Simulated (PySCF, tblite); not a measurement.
# C₄H₁₀F₂Si₂: geometry, infrared bands and NMR shifts

Aim: predict the infrared bands and NMR shifts of C₄H₁₀F₂Si₂ (`FC[Si@@H]1C[SiH2][C@@H](F)C1`).

The runs use tblite 0.8.0 and PySCF 2.14.0, with density-fitted response routines of our own; the level of theory stands in each step. All values are computed, except where a source is named. Atoms count from 0, in the outputs and in this text.

## 1. The molecule as given

18 atoms, charge 0, multiplicity 1; geometry from: force field or distance geometry start.

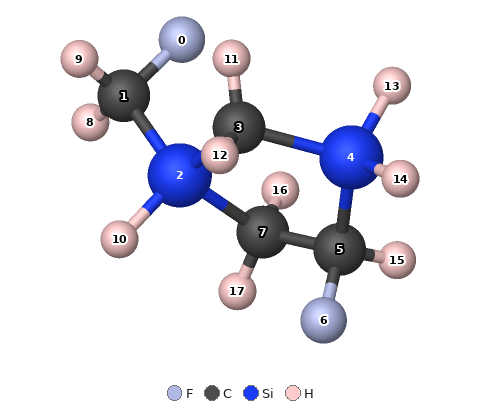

The starting geometry (fluorine light blue, carbon dark grey, silicon blue, hydrogen pink), atoms numbered.

## 2. Relaxing the molecule with GFN2-xTB

Job settings and geometry (Å):

```
{"job": {"kind": "relax", "xc": "GFN2-xTB", "basis": "xTB"}, "charge": 0, "multiplicity": 1}
F      2.488800    -0.974400     0.588300
C      2.431300    -0.102900    -0.472800
Si     0.698200     0.454600    -0.678500
C      0.041100     1.361400     0.856800
Si    -1.387000     0.222000     1.352500
C     -1.790900    -0.734100    -0.228000
F     -2.544000     0.068100    -1.035200
C     -0.470000    -1.036200    -0.948500
H      2.814700    -0.640000    -1.342500
H      3.108800     0.721000    -0.237500
H      0.574600     1.378900    -1.843600
H      0.795300     1.415800     1.652400
H     -0.315400     2.356900     0.614600
H     -0.917700    -0.716800     2.396900
H     -2.540400     1.011400     1.874100
H     -2.363700    -1.642400    -0.020600
H      0.006200    -1.923100    -0.518200
H     -0.638700    -1.214100    -2.021900
```

Launch:

```bash
$ OMP_NUM_THREADS=1 python probes_run.py task.json out
```

This one command runs all jobs of the session in turn.

What it wrote:

```text
step      E/eV     max force
  0    -722.48278    2.398
  1    -722.61425    0.873
  2    -722.64967    0.432
  3    -722.66667    0.457
  4    -722.68613    0.325
  5    -722.69910    0.278
  6    -722.70689    0.178
  7    -722.71168    0.177
  8    -722.71611    0.157
  9    -722.72126    0.172
 10    -722.72604    0.168
 11    -722.72964    0.117
 12    -722.73196    0.119
 13    -722.73330    0.089
 14    -722.73419    0.073
 15    -722.73494    0.063
 16    -722.73566    0.072
 17    -722.73633    0.062
 18    -722.73683    0.046
 19    -722.73712    0.039
 20    -722.73729    0.037
 21    -722.73741    0.032
 22    -722.73750    0.023
 23    -722.73759    0.029
 24    -722.73770    0.030
 25    -722.73782    0.025
 26    -722.73791    0.023
 27    -722.73800    0.024
 28    -722.73809    0.023
 29    -722.73818    0.024
 30    -722.73825    0.024
 31    -722.73833    0.019
 32    -722.73842    0.022
 33    -722.73855    0.028
 34    -722.73871    0.031
 35    -722.73885    0.034
 36    -722.73897    0.035
 37    -722.73906    0.030
 38    -722.73917    0.025
 39    -722.73929    0.031
 40    -722.73941    0.027
 41    -722.73951    0.028
 42    -722.73959    0.026
 43    -722.73969    0.025
 44    -722.73978    0.029
 45    -722.73986    0.024
 46    -722.73991    0.016
 47    -722.73995    0.017
 48    -722.74000    0.022
 49    -722.74006    0.034
 50    -722.74013    0.034
 51    -722.74020    0.023
 52    -722.74024    0.017
 53    -722.74029    0.019
 54    -722.74034    0.026
 55    -722.74039    0.024
 56    -722.74043    0.016
 57    -722.74046    0.014
 58    -722.74049    0.015
 59    -722.74052    0.021
 60    -722.74055    0.016
 61    -722.74057    0.010
 62    -722.74059    0.010
 63    -722.74062    0.015
 64    -722.74066    0.021
 65    -722.74070    0.018
 66    -722.74073    0.016
 67    -722.74078    0.018
 68    -722.74084    0.022
 69    -722.74093    0.032
 70    -722.74104    0.029
 71    -722.74112    0.018
 72    -722.74118    0.020
 73    -722.74125    0.021
 74    -722.74134    0.031
 75    -722.74144    0.027
 76    -722.74152    0.020
 77    -722.74158    0.018
 78    -722.74166    0.022
 79    -722.74174    0.027
 80    -722.74181    0.018
 81    -722.74186    0.017
 82    -722.74190    0.018
 83    -722.74197    0.028
 84    -722.74209    0.039
 85    -722.74223    0.038
 86    -722.74235    0.021
 87    -722.74241    0.014
 88    -722.74246    0.019
 89    -722.74254    0.023
 90    -722.74266    0.028
 91    -722.74281    0.028
 92    -722.74294    0.035
 93    -722.74306    0.025
 94    -722.74314    0.020
 95    -722.74322    0.021
 96    -722.74330    0.018
 97    -722.74337    0.019
 98    -722.74344    0.015
 99    -722.74351    0.014
100    -722.74357    0.016
101    -722.74360    0.012
102    -722.74363    0.012
103    -722.74365    0.010
104    -722.74369    0.011
105    -722.74372    0.009
```

It took 1.4 s on 1 thread of Arm Neoverse N1, shared host; peak memory 0.18 GiB.

The steps of the relaxation: (not every step is listed)

| step | energy from step 0 (eV) | largest force (eV/Å) |
| --- | --- | --- |
| 0 | 0.0000 | 2.3978 |
| 1 | -0.1315 | 0.8734 |
| 2 | -0.1669 | 0.4319 |
| 3 | -0.1839 | 0.4571 |
| 4 | -0.2034 | 0.3246 |
| 5 | -0.2163 | 0.2783 |
| 6 | -0.2241 | 0.1780 |
| 7 | -0.2289 | 0.1771 |
| 8 | -0.2333 | 0.1568 |
| 17 | -0.2535 | 0.0624 |
| 26 | -0.2551 | 0.0233 |
| 35 | -0.2561 | 0.0343 |
| 44 | -0.2570 | 0.0289 |
| 53 | -0.2575 | 0.0192 |
| 62 | -0.2578 | 0.0103 |
| 71 | -0.2583 | 0.0181 |
| 80 | -0.2590 | 0.0180 |
| 89 | -0.2598 | 0.0230 |
| 98 | -0.2607 | 0.0152 |
| 100 | -0.2608 | 0.0155 |
| 101 | -0.2608 | 0.0118 |
| 102 | -0.2609 | 0.0119 |
| 103 | -0.2609 | 0.0103 |
| 104 | -0.2609 | 0.0112 |
| 105 | -0.2609 | 0.0086 |

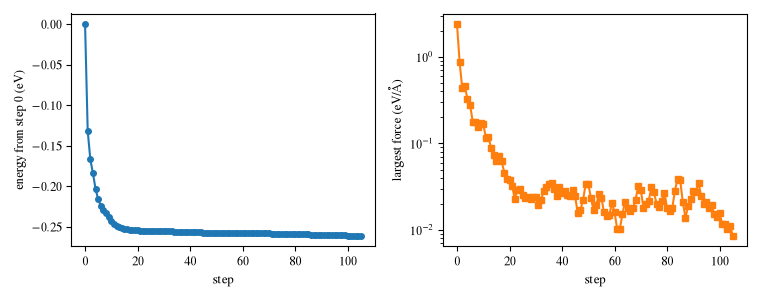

Energy and force, step by step.

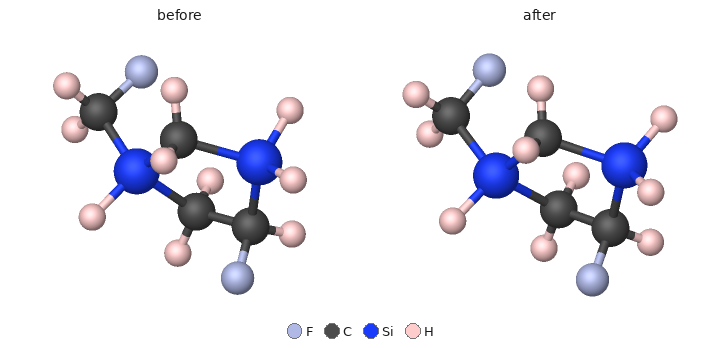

The geometry before (left) and after (right).

Close pairs (by a distance rule), those that changed most:

| bond | before (Å) | after (Å) | change (Å) |
| --- | --- | --- | --- |
| C1–Si2 | 1.832 | 1.920 | +0.088 |
| C5–F6 | 1.365 | 1.400 | +0.035 |
| Si4–C5 | 1.891 | 1.926 | +0.035 |
| Si4–H14 | 1.492 | 1.461 | -0.030 |
| Si2–H10 | 1.492 | 1.469 | -0.024 |
| Si4–H13 | 1.481 | 1.466 | -0.015 |
| C3–Si4 | 1.893 | 1.907 | +0.014 |
| C5–C7 | 1.535 | 1.524 | -0.011 |

The end geometry stands in the next job.

## 3. Infrared spectrum with GFN2-xTB

Job settings and geometry (Å):

```
{"job": {"kind": "ir", "xc": "GFN2-xTB", "basis": "xTB"}, "charge": 0, "multiplicity": 1}
F      2.711473    -0.820195     0.511163
C      2.515669    -0.023806    -0.601872
Si     0.667441     0.483160    -0.721623
C      0.062847     1.216433     0.934556
Si    -1.508689     0.251342     1.421535
C     -1.789521    -0.714466    -0.220630
F     -2.473139     0.145982    -1.087534
C     -0.446073    -1.060520    -0.850506
H      2.858227    -0.604344    -1.459829
H      3.173530     0.838720    -0.483599
H      0.535668     1.386509    -1.872051
H      0.824238     1.130240     1.706676
H     -0.150865     2.277529     0.833207
H     -1.272313    -0.708313     2.503630
H     -2.669885     1.098588     1.684838
H     -2.434406    -1.596240    -0.142124
H     -0.017572    -1.893469    -0.291375
H     -0.595389    -1.400832    -1.876120
```

What it wrote:

```text
mode    cm-1     km/mol
  1      29.9      1.62
  2      45.8      6.90
  3      84.9      3.87
  4     123.3      0.81
  5     149.1      0.68
  6     220.1      3.20
  7     294.2      4.90
  8     323.3     28.83
  9     335.2      7.64
 10     461.6     43.31
 11     512.0      6.18
 12     544.2     15.86
 13     570.0     50.91
 14     616.6     83.13
 15     623.5     14.84
 16     639.6      6.49
 17     672.0    108.00
 18     700.8     26.21
 19     728.4     87.04
 20     742.2    194.60
 21     759.4     89.09
 22     771.8    163.43
 23     781.2    120.40
 24     799.6    250.31
 25     940.7     75.95
 26     980.4      4.26
 27    1026.4     43.95
 28    1040.4      9.43
 29    1108.1    102.20
 30    1112.7      7.74
 31    1176.8      9.85
 32    1203.3     19.65
 33    1268.0     20.12
 34    1275.6      3.37
 35    1295.5      1.98
 36    1443.6      5.25
 37    1450.6      3.30
 38    1454.4      3.08
 39    2230.2    236.13
 40    2252.7    404.91
 41    2288.8    306.65
 42    2914.2     61.05
 43    2968.4     37.29
 44    2974.8     21.21
 45    2978.3     37.27
 46    2988.5     13.94
 47    3005.9     19.67
 48    3015.2      9.13
```

Wall time 1.3 s (1 thread of Arm Neoverse N1, shared host); peak memory 0.18 GiB.

Which atoms move in the most intense modes:

| cm⁻¹ | km/mol | atoms |
| --- | --- | --- |
| 672 | 108.0 | C3 29 %, H11 23 %, H12 15 % |
| 742 | 194.6 | H13 26 %, H14 20 %, Si2 13 % |
| 772 | 163.4 | C3 16 %, Si4 16 %, C7 11 % |
| 781 | 120.4 | C3 24 %, Si2 23 % |
| 800 | 250.3 | Si2 25 %, C7 15 %, C3 12 %, H17 11 % |
| 2230 | 236.1 | H10 95 % |
| 2253 | 404.9 | H13 95 % |
| 2289 | 306.6 | H14 97 % |

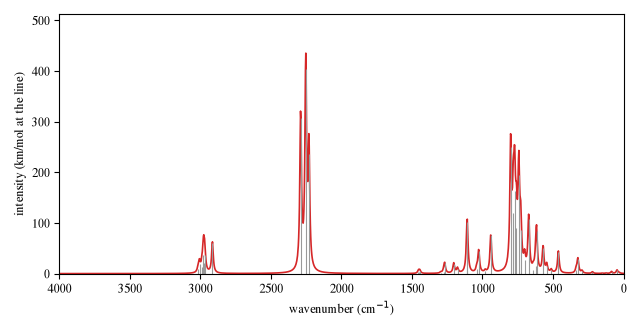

The infrared spectrum from these modes, unscaled. Lines are broadened to a width of 14 cm⁻¹ (Lorentzian).

## 4. Shielding tensors: PBE0/pcSseg-1

Settings changed since step 3:

```diff
@@ -1,2 +1,2 @@
-{"job": {"kind": "ir", "xc": "GFN2-xTB", "basis": "xTB"}, "charge": 0, "multiplicity": 1}
+{"job": {"kind": "nmr", "xc": "PBE0", "basis": "pcSseg-1"}, "charge": 0, "multiplicity": 1}
 F      2.711473    -0.820195     0.511163
```

Level: GIAO PBE0/pcSseg-1 NMR shielding, non-relativistic, gas phase.

What it wrote:

```text
coarse grid: 15968 points
cycle   1  E = -936.2857517805  dE =  6.491e-01  |g| = 6.889e-01  |ddm| = 3.762e+00
cycle   2  E = -936.2237412993  dE =  6.201e-02  |g| = 9.369e-01  |ddm| = 1.228e+00
cycle   3  E = -936.3738337146  dE = -1.501e-01  |g| = 7.252e-02  |ddm| = 7.369e-01
cycle   4  E = -936.3745589380  dE = -7.252e-04  |g| = 3.516e-02  |ddm| = 6.846e-02
cycle   5  E = -936.3748248455  dE = -2.659e-04  |g| = 6.797e-03  |ddm| = 3.232e-02
cycle   6  E = -936.3748345136  dE = -9.668e-06  |g| = 2.597e-03  |ddm| = 8.414e-03
final grid: 145616 points
cycle   7  E = -936.4354830148  dE = -3.485e-05  |g| = 1.039e-02  |ddm| = 2.331e-02
cycle   8  E = -936.4354607021  dE =  2.231e-05  |g| = 1.484e-02  |ddm| = 2.020e-02
cycle   9  E = -936.4355075502  dE = -4.685e-05  |g| = 1.024e-03  |ddm| = 1.138e-02
cycle  10  E = -936.4355077100  dE = -1.598e-07  |g| = 3.524e-04  |ddm| = 1.046e-03
cycle  11  E = -936.4355077308  dE = -2.073e-08  |g| = 6.755e-05  |ddm| = 2.932e-04
cycle  12  E = -936.4355077315  dE = -7.719e-10  |g| = 2.735e-05  |ddm| = 7.504e-05
converged SCF energy = -936.4355077315

GIAO shielding tensors (ppm)
atom      isotropic    diamagn.    paramagn.     s11        s22        s33       span
  0 F      484.178     474.530       9.648    435.444    486.863    530.227     94.783
  1 C      108.386     248.125    -139.738     60.737     86.384    178.037    117.300
  2 Si     349.212     880.238    -531.026    285.126    356.394    406.116    120.990
  3 C      205.046     258.121     -53.075    196.526    205.142    213.470     16.943
  4 Si     376.101     879.798    -503.698    310.055    395.850    422.397    112.342
  5 C       93.190     248.491    -155.301     54.319     75.013    150.238     95.919
  6 F      403.628     476.260     -72.632    352.804    386.865    471.214    118.410
  7 C      166.317     254.399     -88.082    153.550    156.543    188.857     35.308
  8 H       26.745      28.665      -1.920     22.361     26.488     31.386      9.025
  9 H       26.706      28.386      -1.680     22.163     26.476     31.478      9.315
 10 H       27.087      29.420      -2.334     24.093     24.606     32.561      8.469
 11 H       31.551      31.536       0.015     25.753     28.525     40.374     14.621
 12 H       31.635      30.470       1.165     26.090     27.650     41.166     15.076
 13 H       27.450      29.098      -1.648     24.037     24.926     33.387      9.350
 14 H       27.195      28.567      -1.372     23.374     24.860     33.352      9.978
 15 H       26.138      29.279      -3.140     22.864     26.008     29.543      6.679
 16 H       30.758      32.427      -1.669     26.140     28.663     37.472     11.332
 17 H       30.003      30.583      -0.580     25.355     27.588     37.066     11.710
```

It took 60 s on 1 thread of Arm Neoverse N1, shared host; peak memory 0.9 GiB.

The references, computed at this level on geometries of the same kind, shield at (ppm): 1H TMS 31.72, 13C TMS 186.9, 29Si TMS 349.2, 19F CFCl3 170.9. Their shielding less the atom's gives the shift. The references are single molecules in the gas phase, so shifts against H2O, NH3, PH3, H3PO4 or CFCl3 are not on the usual liquid scales and can be off by tens of ppm.

| atoms | environment | σ (ppm) | δ (ppm) | δ scaled to CDCl3 |
| --- | --- | --- | --- | --- |
| C5 | sp3 CH bonded to F and Si | 93.2 | 93.7 | 89.6 |
| C1 | sp3 CH2 bonded to F and Si | 108.4 | 78.5 | 74.7 |
| C7 | sp3 CH2 bonded to Si | 166.3 | 20.6 | 18.2 |
| C3 | sp3 CH2 bonded to 2 Si | 205.0 | -18.1 | -19.6 |
| H15 | hydrogen on an sp3 CH bonded to F and Si | 26.14 | 5.58 | 5.36 |
| H9 | hydrogen on an sp3 CH2 bonded to F and Si | 26.71 | 5.01 | 4.83 |
| H8 | hydrogen on an sp3 CH2 bonded to F and Si | 26.75 | 4.97 | 4.79 |
| H10 | hydrogen on a silicon bonded to 3 C, in a 5-membered ring | 27.09 | 4.63 | – |
| H14 | hydrogen on a silicon bonded to 2 C, in a 5-membered ring | 27.20 | 4.52 | – |
| H13 | hydrogen on a silicon bonded to 2 C, in a 5-membered ring | 27.45 | 4.27 | – |
| H17 | hydrogen on an sp3 CH2 bonded to Si | 30.00 | 1.71 | 1.72 |
| H16 | hydrogen on an sp3 CH2 bonded to Si | 30.76 | 0.96 | 1.01 |
| H11 | hydrogen on an sp3 CH2 bonded to 2 Si | 31.55 | 0.17 | 0.26 |
| H12 | hydrogen on an sp3 CH2 bonded to 2 Si | 31.64 | 0.08 | 0.18 |
| F6 | fluorine on an sp3 carbon | 403.6 | -232.7 | – |
| F0 | fluorine on an sp3 carbon | 484.2 | -313.2 | – |
| Si2 | silicon bonded to 3 C, H, in a 5-membered ring | 349.2 | -0.1 | – |
| Si4 | silicon bonded to 2 C, 2 H, in a 5-membered ring | 376.1 | -26.9 | – |

The scaled column applies a straight-line fit of computed shieldings to shifts measured in CDCl3, and one for carbons that bear F (root-mean-square error 0.16 ppm for H, 1.9 ppm for C).

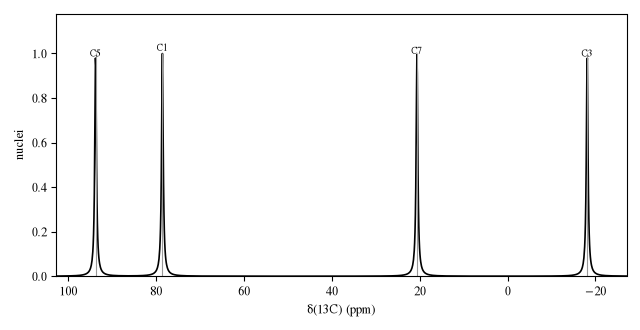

13C lines at the computed shifts, without couplings. Lines are broadened to a width of 0.45 ppm (Lorentzian).

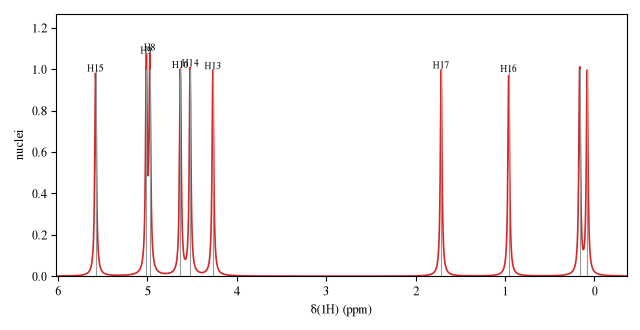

1H lines at the computed shifts, without couplings. Lines are broadened to a width of 0.02 ppm (Lorentzian).

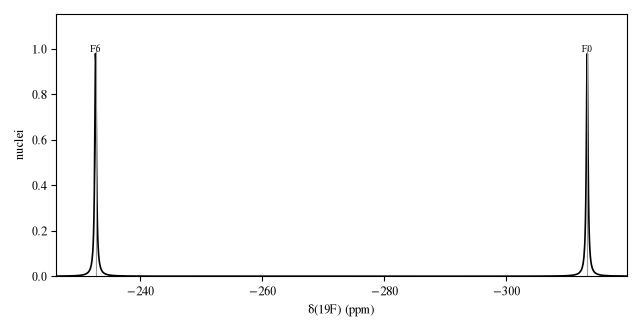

19F lines at the computed shifts, without couplings. Lines are broadened to a width of 0.32 ppm (Lorentzian).

Charges from the same density, by scheme (e):

| atoms | Mulliken | IAO | Hirshfeld | ESP fit |
| --- | --- | --- | --- | --- |
| F0 | -0.35 | -0.33 | -0.13 | -0.21 |
| C1 | -0.15 | -0.24 | -0.07 | -0.17 |
| Si2 | 0.85 | 0.90 | 0.37 | 0.46 |
| C3 | -0.90 | -0.83 | -0.25 | -0.39 |
| Si4 | 0.68 | 0.75 | 0.34 | 0.36 |
| C5 | -0.10 | -0.08 | -0.03 | 0.09 |
| F6 | -0.34 | -0.34 | -0.12 | -0.25 |
| C7 | -0.54 | -0.56 | -0.17 | -0.27 |

Hirshfeld charges:

F0 -0.13; C1 -0.07; Si2 0.37; C3 -0.25; Si4 0.34; C5 -0.03; F6 -0.12; C7 -0.17; H8 0.04; H9 0.04; H10 -0.08; H11 0.04; H12 0.04; H13 -0.08; H14 -0.07; H15 0.04; H16 0.05; H17 0.04

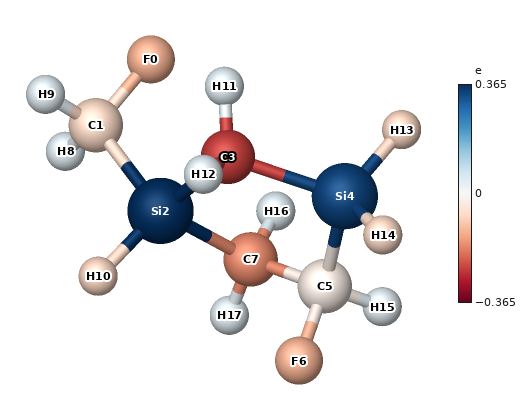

Hirshfeld charges, as colours on the atoms.

Mayer bond orders: F0–C1 0.82, C1–Si2 0.88, Si2–C3 0.90, C3–Si4 0.91, Si4–C5 0.85, C5–F6 0.81, C5–C7 1.03, C7–Si2 0.90.

Ring of atoms Si2, C3, Si4, C5, C7: NICS(0) -3.0, NICS(1) -3.1, NICS(1)zz -1.3 ppm (means of both faces).

## 5. Outcome

| quantity | value |
| --- | --- |
| strongest single infrared mode (GFN2-xTB) | 2253 cm⁻¹, 405 km/mol |
| zero-point energy (GFN2-xTB) | 79.9 kcal/mol |
| 13C shifts against TMS (PBE0/pcSseg-1) | 93.7, 78.5, 20.6, -18.1 ppm |
| 1H shifts against TMS (PBE0/pcSseg-1) | 5.58, 5.01, 4.97, 4.63, 4.52, 4.27, 1.71, 0.96, 0.17, 0.08 ppm |
| 19F shifts against CFCl3 (PBE0/pcSseg-1) | -232.7, -313.2 ppm |
| 29Si shifts against TMS (PBE0/pcSseg-1) | -0.1, -26.9 ppm |

Over 105 steps the energy fell by 0.261 eV; of the close pairs, C1–Si2 changed most, 1.832 to 1.920 Å. No mode is imaginary among the 48: a minimum at this level. The strongest single mode, at 2253 cm⁻¹, moves mainly H13. Unscaled tight-binding wavenumbers are off by several per cent, some by more. Its intensities can rank the bands wrongly. The most deshielded carbon is C5 (sp3 CH bonded to F and Si), at 93.7 ppm: pulled downfield by the heteroatom. The most deshielded hydrogen is H15 (hydrogen on an sp3 CH bonded to F and Si), at 5.58 ppm: its carbon carries F, an electronegative neighbour.
